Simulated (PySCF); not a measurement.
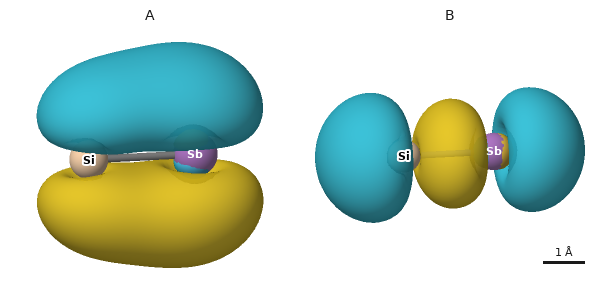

*SiSb (charge −1). Two frontier orbitals, each drawn at the value that holds 80 % of its norm (yellow and cyan are the two phases), in no order; of a degenerate pair one member is drawn.*

Core potentials replace the inner electrons of Sb.

These are results of PBE0/def2-TZVPPD, non-relativistic Hamiltonian with scalar-relativistic core potentials where named, at a bond length of 2.300 Å (PySCF), not measurements.

**Label each orbital by symmetry, say whether it is occupied, and order them by energy.**

Orbital B: σ, occupied, −1.07 eV; shared between the atoms (Si 50 %, Sb 50 %).
Orbital A: π, occupied, −0.91 eV; bonding, with no node between the atoms.
